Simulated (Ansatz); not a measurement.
```xyz
5

C    -1.1384   -1.6031    0.8182
F    -2.7741   -3.4600   -0.5294
Si   -2.8424   -1.8853    0.2111
Si   -1.6270   -1.2424    2.4890
H    -0.1586   -1.8847    0.4056
```

Geometry: B3LYP-D3(BJ)/def2-SVPD.

Theory: isolated molecule in a Gaussian basis; Kohn-Sham density functional theory, functional PBE0 in Ansatz.

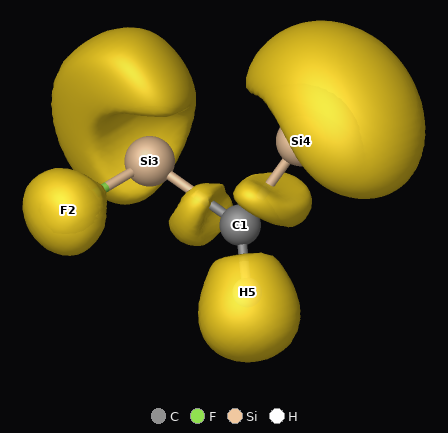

CHFSi2 (charge −1, doublet). Isosurface of the ELF at 0.8 (yellow), seen across its widest extent. Only the valence region is drawn (cores and ρ < 0.01 e/Å³ removed).

> Describe the localisation domains.

The ELF exceeds this value in two regions between bonded C–Si atoms (shared pairs), one region around a hydrogen nucleus, two lobes on Si, pointing away from the bonds (non-bonding electrons) and one region wrapped around F (its lone pairs, merged into a ring or cap). Along the contacts the grid gives the following. Si–F (1.74 Å): the ELF peaks at about 0.85 in the valence shell of F, 0.6 Å from its nucleus, and is about 0.50 at the midpoint. C–Si (1.78 Å): the ELF peaks at about 0.90 between the atoms; a covalent bond.
